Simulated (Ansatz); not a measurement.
## Electronic structure of C3H8B2FN (SMILES BNB(F)C(=C)C) in real space

| atom | x (Å) | y (Å) | z (Å) |
| --- | --- | --- | --- |
| C | 0.4184 | -1.2196 | 0.7270 |
| C | 1.5249 | -1.2308 | 1.4883 |
| C | 0.3263 | -0.4022 | -0.5308 |
| B | -3.1770 | -2.9138 | 0.7540 |
| B | -0.7943 | -2.0951 | 1.1871 |
| F | -0.6967 | -2.8073 | 2.3088 |
| N | -2.0193 | -2.1644 | 0.4440 |
| H | -4.1282 | -2.8552 | 0.0096 |
| H | -3.1934 | -3.5939 | 1.7490 |
| H | -2.0494 | -1.6065 | -0.4032 |
| H | 2.4156 | -0.6455 | 1.2320 |
| H | 1.5729 | -1.8323 | 2.4006 |
| H | 0.1329 | -1.0389 | -1.4111 |
| H | 1.2507 | 0.1610 | -0.7264 |
| H | -0.5014 | 0.3257 | -0.4779 |

Geometry: PBE0-D3(BJ)/def2-SVP.

Level of theory: isolated molecule in a Gaussian basis; Kohn-Sham density functional theory, functional PBE0 in Ansatz.

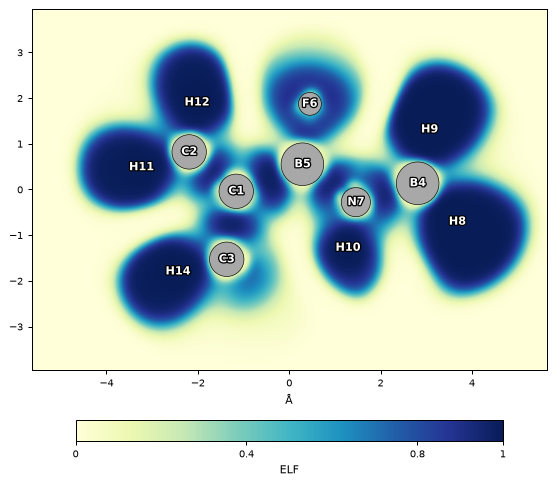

Figure 1. ELF on the plane of atoms C3, C1 and B5. Grey discs cover the atomic cores.

**Read the bonding off the picture.**

Atoms in the plane: C, B, F, N and H. B–F (1.33 Å): the ELF peaks at about 0.85 between the atoms, as expected for a shared but strongly polarised pair. C–C (1.34 Å): the ELF peaks at about 0.95 between the atoms; a short, multiple covalent bond. B–N (1.41 Å): the ELF peaks at about 0.95 between the atoms; a short, strongly polar bond. C–B (1.56 Å): the ELF peaks at about 1 between the atoms; localised, covalent bonding. N–H (1.01 Å): the ELF climbs to about 1 towards the hydrogen, as it does in any bond to H (a covalent bond by its length). The ELF also peaks beside F6, away from the bonds: lone-pair regions.

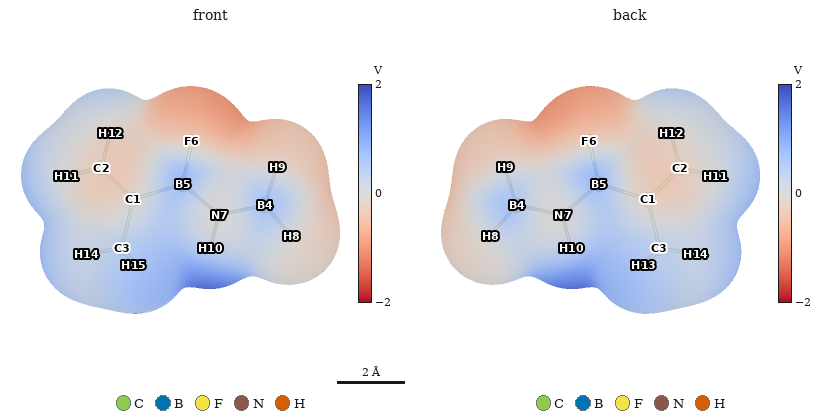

Figure 2. The electrostatic potential painted on the density surface at 0.001 e/bohr³, seen from the front and from behind; the colour scale runs from red (negative) to blue (positive).

**Describe the electrostatic potential map.**

The most negative region (about −1.0 V) lies over F6, the most positive (about +1.6 V) over H10.

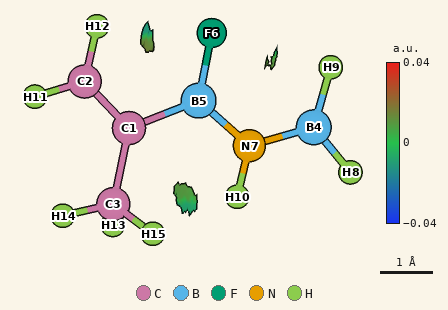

Figure 3. Non-covalent interaction (NCI) plot: the surface where the reduced density gradient is 0.5, for densities under 0.05 a.u., coloured by sign(λ₂)ρ; seen at a tilt.

**Which non-covalent interactions does the plot reveal?**

Between H10 and N7 on one side and C3 and C1 on the other: a weak contact, attractive (blue-green) on one side and crowded (olive to red) on the other; near H9, F6 and B4: mostly steric crowding (olive to red); near H12, F6 and C2: mostly steric crowding (olive to red).
